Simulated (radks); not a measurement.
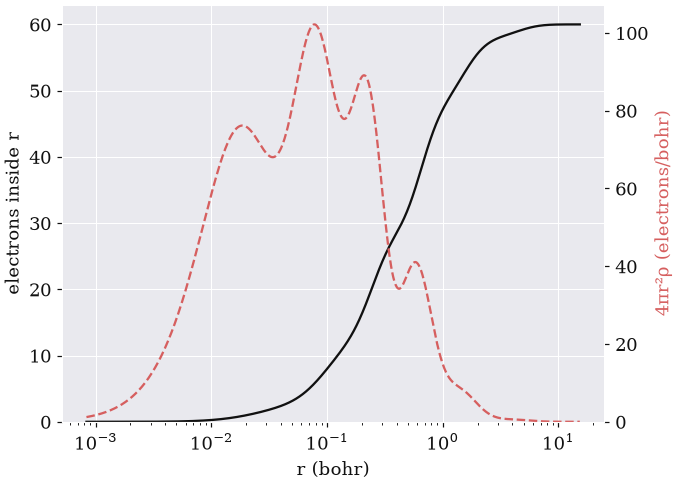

A free Nd atom; electrons: [Xe] 4f4 6s2 (high spin). Method: non-relativistic Kohn-Sham, PBE, spin-polarised, spherical densities, point nucleus; computed with the in-house radial solver radks.

```
Z 60
configuration [Xe] 4f4 6s2
relativity non-relativistic
functional pbe,pbe
spin polarised
nucleus point
```

The plot shows the number of electrons inside radius r (solid) and the radial density 4πr²ρ (dashed).

### What does the plot show?

The count levels off at 60 electrons. Half of them lie within 0.443 bohr, 90 % within 1.72 bohr and 99 % within 5.35 bohr. The radial density has minima at 0.0339, 0.141 and 0.418 bohr, where the count stands at 2.0, 11.4 and 29.1; these part the shells that the density resolves.
